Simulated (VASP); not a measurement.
Band structure of AgB (space group Pm-3m). These are PBE GGA, VASP's PBE PAW potentials (set 64) (plane waves; VASP) values and carry that method's errors.

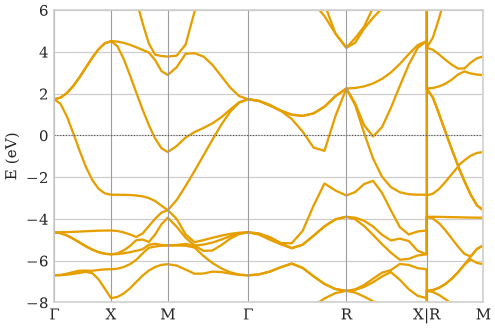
Figure. Bands along high-symmetry lines, zero at the valence-band maximum or, without a gap, the Fermi level

Q: Read the plot: is there a gap, and where are the band edges?

A: It has no gap at this level: it comes out as a metal or semimetal.

The structure was generated: AgB was put into an ordered model structure, which need not be its known phase. The cell was not relaxed at this level. The k-mesh is coarse (spacing up to 0.36 per Å, 2π included), so the numbers may not be converged in it.
